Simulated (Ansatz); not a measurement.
## SnO, response to strain

Base system: SnO in the litharge type structure (space group P4/nmm, No. 129; a = 3.770 Å, c = 4.560 Å; layered, stacked along the Cartesian z axis).

Strains are applied to the cell and any free atomic positions relax.

Level of theory: PBEsol-D3(BJ)/PAW in Ansatz (a program for electronic structure), no SOC.

Notes on the quantities. pressure: mean of the normal stresses, compression positive.

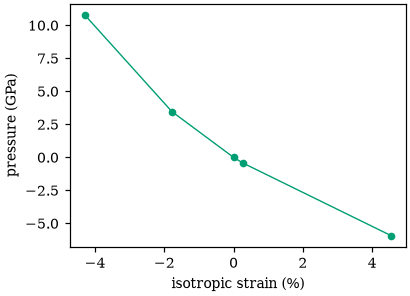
Fig. 1. Pressure against isotropic strain

Task: From the plot, what is the pressure for isotropic strain +4.54 %?

Result: About -6 GPa.

Task: Is the trend monotonic over the range shown?

Result: Yes, it falls throughout, spanning -5.9 GPa to 10.8 GPa.

No phonon test of stability was made. All final runs are without spin polarisation.
